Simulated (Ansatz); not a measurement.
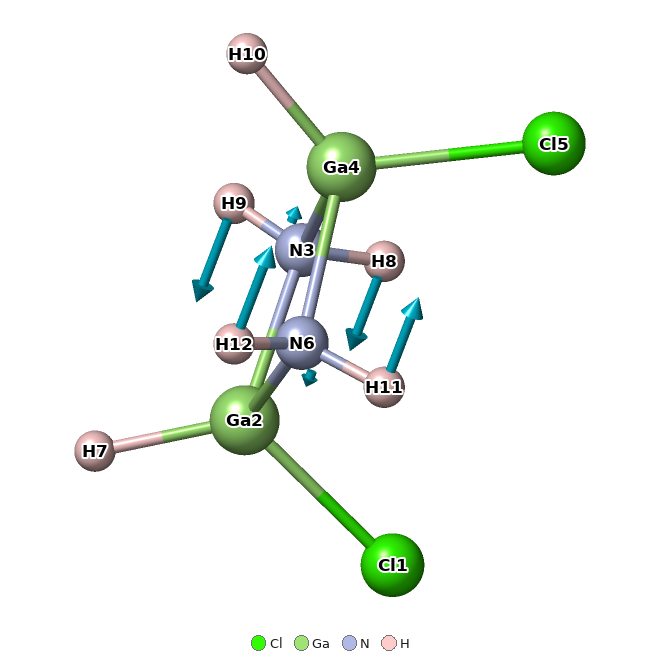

The arrows show one normal mode. Harmonic vibrations computed with RKS PBE0-D4/def2-TZVP (Ansatz 0.2.0) at a stationary point of the same level.

Q: What kind of motion is it?

A: Mostly Ga–N–H bending.

Q: At what wavenumber does it lie?

A: 864 cm⁻¹; it is mode 21 of 30 counted from the lowest.
